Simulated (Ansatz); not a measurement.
# Gate voltage at the highest density: H-SiC-F chair monolayer

A layer charged from one gate needs a voltage that grows with the carrier density; the slope is e over the total capacitance.

**Method.** Ansatz 0.2.0, plane waves with PAW datasets (its set soft_2), PBE-D3(BJ); isolated slab, charged sheet 5 Å from the outer atoms behind model barriers, atoms held, Fermi-Dirac smearing of 0.05 eV. The voltage is that of the gate against the layer's Fermi level, from the uncharged case, which has a gap of 2.70 eV.

| run | added electrons (10¹³ per cm²) | gate voltage (V) |
| --- | --- | --- |
| run 1 | −1.00 | −2.23 |
| run 2 | −2.00 | −3.19 |
| run 3 | −4.00 | −5.07 |
| run 4 | −7.00 | −7.88 |
| run 5 | −11.00 | ? |

Q: Estimate the withheld value from the rows shown.

A least-squares line through the 4 rows shown has slope 0.9407 and intercept −1.3001; no row lies more than 0.01 V off it. The capacitance is 1.602/0.9407 = 1.70 µF/cm², against 1.77 µF/cm² for plates 5 Å apart in vacuum. The intercept is mostly the shift of the Fermi level from inside the gap to the band edge. At −11.00 it gives 0.9407 × (−11.00) + (−1.3001) = −11.65 V, beyond the rows fitted. Rounding and scatter of the rows alone allow about ±0.027 V there.

The run itself gives −11.66 V: a miss of −0.01 V, or 0.1 % of the value. The line holds within the rounding of the rows.

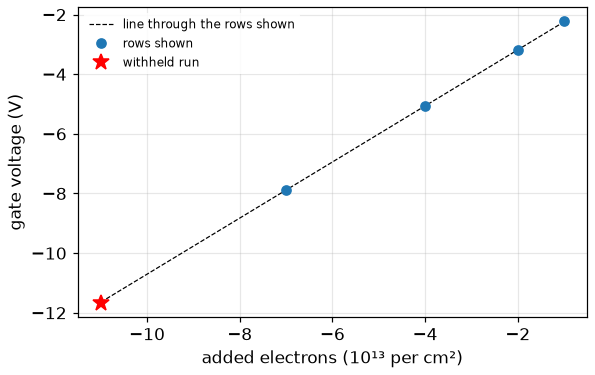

The fit and the withheld run.

**Limits.** The gates are model sheets, not atoms, and low densities sample few k-points.
